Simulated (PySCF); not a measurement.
C3H7BOSi

Input

```
{"job": {"kind": "uv", "xc": "B3LYP", "basis": "def2-SVPD", "nstates": 8, "ntriplets": 3}, "charge": 0, "multiplicity": 1}
C      3.412464     0.500997     0.132434
C      2.483029    -0.200453    -0.172532
B      1.304009    -1.087227    -0.564129
O      0.087626    -0.873387    -0.097830
Si    -1.016269    -0.096104     0.793220
C     -2.298919     0.593579    -0.421843
H      4.230796     1.108834     0.394534
H      1.477499    -1.989419    -1.305802
H     -0.424422     0.986088     1.589773
H     -1.553544    -1.155614     1.650894
H     -3.125613     1.050821     0.113080
H     -1.871107     1.350984    -1.074414
H     -2.709938    -0.188614    -1.055112
```

Command:

```sh
OMP_NUM_THREADS=1 python probes_run.py task.json out
```

Geometry: GFN2-xTB.

The calculation used B3LYP/def2-SVPD, SCF density, gas phase (PySCF 2.14.0).

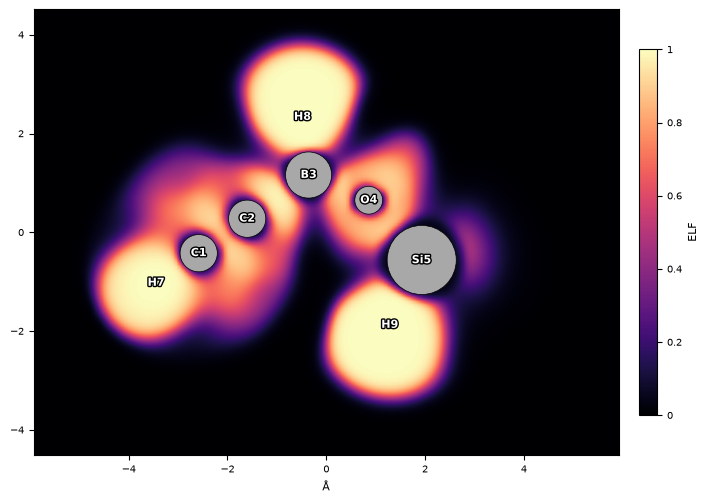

Figure 1. ELF on the plane of atoms O4, B3 and H8. Grey discs cover the atomic cores.

Describe what can be read from this map.

Answer.
- The plane passes through C, B, O, Si and H nuclei.
- C–C (1.20 Å): the ELF peaks at about 0.85 between the atoms; a short, multiple covalent bond.
- B–O (1.32 Å): the ELF peaks at about 0.90 between the atoms, as expected for a polar covalent bond.
- C–B (1.53 Å): the ELF peaks at about 1 between the atoms: a covalent bond.
- Si–O (1.62 Å): the ELF peaks at about 0.85 between the atoms; a polar covalent bond.
- C–H (1.05 Å): the ELF climbs to about 1 towards the hydrogen, as it does in any bond to H; a covalent bond by its length.
- The ELF also peaks beside O4, away from the bonds: lone-pair regions.

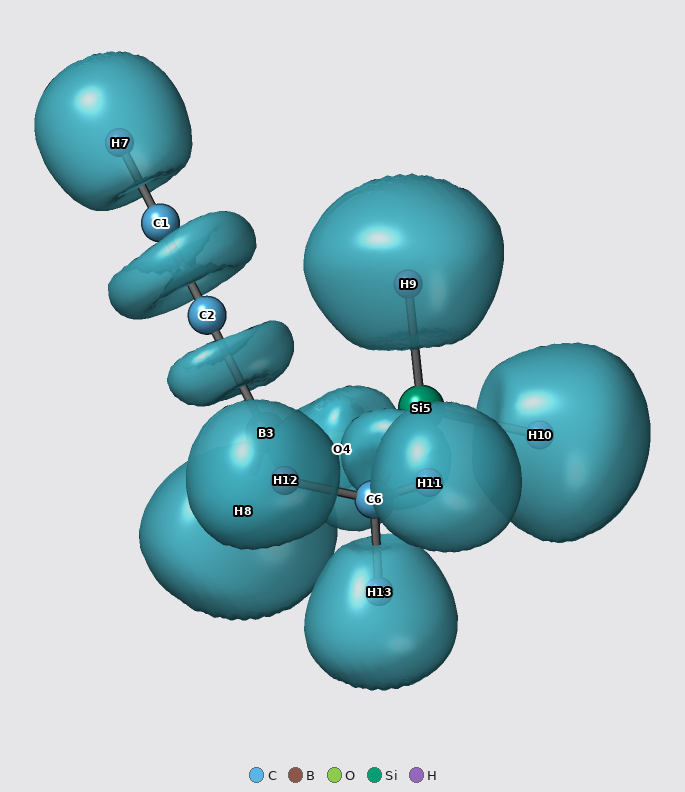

Figure 2. Isosurface of the ELF at 0.8 (cyan), seen at an oblique angle. Only the valence region is drawn (cores and ρ < 0.01 e/Å³ removed).

Describe the localisation domains.

Answer. At this value the surface marks out one region between bonded B–C atoms (shared pairs), one region between bonded C–C atoms (shared pairs), one region between bonded C–Si atoms (shared pairs), seven regions around hydrogen nuclei and one region on O in which the atom's valence shell and bonds are merged.

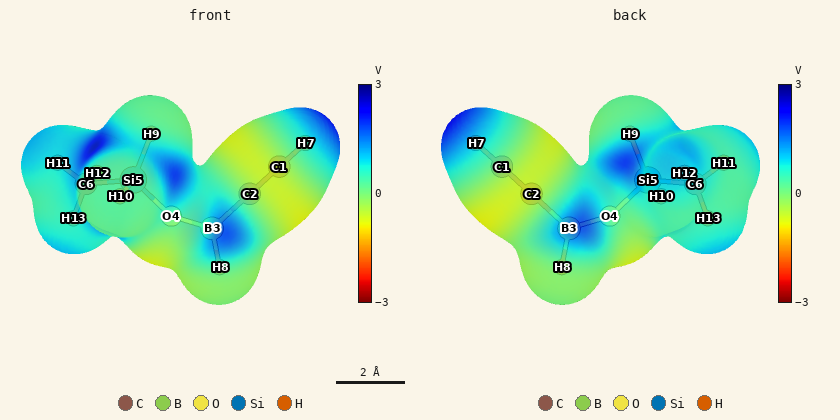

Figure 3. The electrostatic potential painted on the density surface at 0.004 e/bohr³, seen from the front and from behind; red is negative and blue positive.

Which sites attract a positive test charge, and which a negative one?

Answer. A positive charge is drawn to the negative regions and a negative charge to the positive ones. The most negative region (about −0.8 V, or −18 kcal/mol for a unit charge) lies over C1 and C2, the most positive (about +2.2 V, or +51 kcal/mol for a unit charge) over Si5 and H7.

What dipole moment does the calculation give?

Answer. Its dipole moment is 1.37 D.
